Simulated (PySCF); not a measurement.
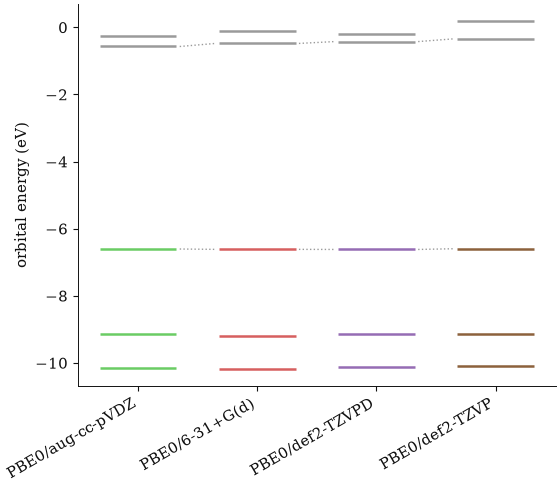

Frontier orbital energies of C₂H₇AlFN, SMILES C[N](C)[AlH][F], singlet at one geometry, PySCF, at a PBE0-D3(BJ)/def2-SVP geometry (no frequency check). Empty levels are grey, levels within 0.1 eV stand side by side; all columns show the same few orbitals around the gap. Dotted lines join the HOMOs and the LUMOs.

**Compare the HOMO-LUMO separations.**

The separation grows from 6.03 eV (PBE0/aug-cc-pVDZ) to 6.26 eV (PBE0/def2-TZVP).

```
           level  HOMO (eV)  LUMO (eV)  separation (eV)
PBE0/aug-cc-pVDZ      −6.61      −0.57             6.03
  PBE0/6-31+G(d)      −6.62      −0.48             6.14
 PBE0/def2-TZVPD      −6.62      −0.43             6.19
  PBE0/def2-TZVP      −6.60      −0.34             6.26
```

Limits of at least one run: empty levels above zero depend strongly on the basis; one conformer of a flexible molecule.
